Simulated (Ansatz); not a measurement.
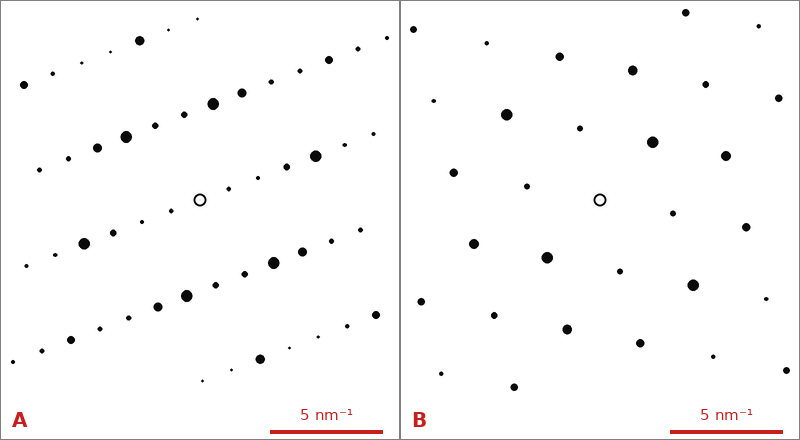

Kinematic electron diffraction patterns (200 kV, B = 0.5 Å², same scale, each along a low-index zone) of two structures of composition Zr2B, each relaxed at zero pressure with DFT PBE, scalar-relativistic, plane waves, PAW in Ansatz.

The structures (standard cells):
1. Cmcm (No. 63), a = 3.210 Å, b = 14.356 Å, c = 4.492 Å, 12 atoms; generated start, possibly hypothetical
2. P4_2/mnm (No. 136), a = 5.671 Å, c = 3.518 Å, 6 atoms; generated start, possibly hypothetical

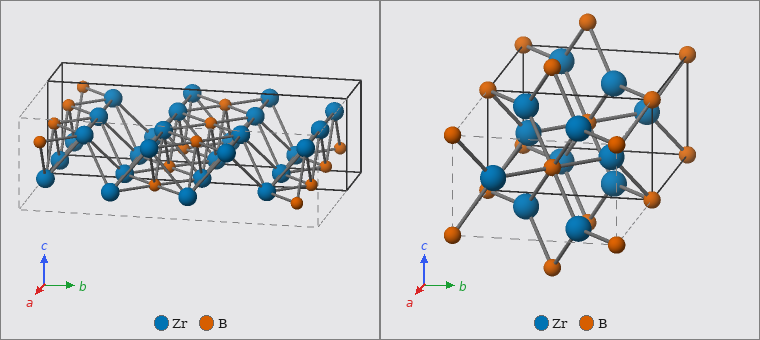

Drawings of the structures 1 to 2, from left to right (each may span several cells).

Which pattern belongs to which structure, and along which zone?

A is structure 1 along [101] or an equivalent direction: centred rectangular net of 0 2 0 (weak) at d = 7.18 Å and 1 1 -1 at d = 2.57 Å, 79.7° apart. B is structure 2 along [100] or an equivalent direction: centred rectangular net of 0 1 1 at d = 2.99 Å and 0 -1 1 at d = 2.99 Å, 63.6° apart (some points of this net are extinct or too weak to see).

Rank the structures by their computed energy.

Structure 2 (P4_2/mnm, 18.85 Å³ an atom) is the lowest of these; structure 1 (Cmcm, 17.25 Å³ an atom) lies about 250 meV an atom higher. These are static energies at 0 K; other structures, not shown, may lie lower still.
